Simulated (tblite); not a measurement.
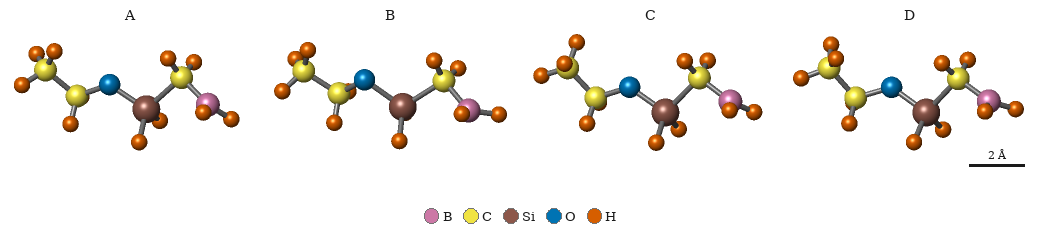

4 geometries from one relaxation of C3H11BOSi, in shuffled order. Style: ball-and-stick. Shown at a tilt.

These are results of GFN2-xTB geometry optimisation, gas phase in tblite 0.8.0, not measurements. 

Put them in the order of the run, from the start to the converged end.

Answer. B, A, D, C. They are steps 0, 27, 61, 117, at +0.993 eV, +0.123 eV, +0.042 eV relative to the last. After 117 geometry steps the energy has fallen by 0.993 eV. An H atom moves most after the best rigid fit: 1.15 Å. By element the largest moves are H 1.15 Å, O 0.57 Å, B 0.34 Å, C 0.23 Å, Si 0.23 Å. Near-neighbour distances that change, for instance: O–Si 1.725 → 1.619 Å, B–C 1.611 → 1.539 Å, C–H 1.117 → 1.087 Å, C–Si 1.875 → 1.905 Å. Among the angles between lasting bonds that change: Si–O–C 105.0° → 128.1°, B–C–H 107.1° → 115.0°, O–Si–H 104.3° → 111.5°. Groups turn about C–C by about 60°, C–Si by about 25°, O–Si by about 20°.
